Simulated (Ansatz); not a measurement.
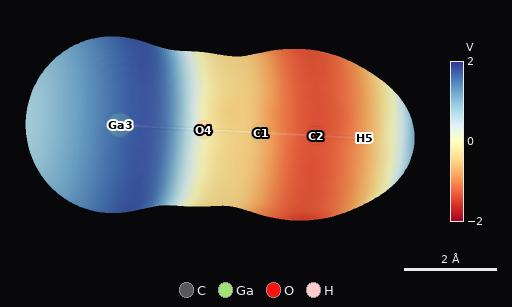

*C2HGaO. The molecular electrostatic potential painted on the density surface at 0.002 e/bohr³, seen at a tilt; the colour scale runs from red (negative) to blue (positive).*

Geometry: PBE-D3(BJ)/def2-SVP.

Theory: Ansatz, isolated molecule in a Gaussian basis; Kohn-Sham density functional theory, functional PBE0.

```yaml
atoms:
  - { symbol: C, position_ang: [0.0000, 0.0000, -0.1776] }
  - { symbol: C, position_ang: [0.0000, 0.0000, -1.4067] }
  - { symbol: Ga, position_ang: [0.0000, 0.0000, 2.9713] }
  - { symbol: O, position_ang: [0.0000, 0.0000, 1.0976] }
  - { symbol: H, position_ang: [0.0000, 0.0000, -2.4846] }
```

Describe the electrostatic potential map.

Answer. The most negative region (about −1.4 V) lies over C2, the most positive (about +1.8 V) over Ga3.
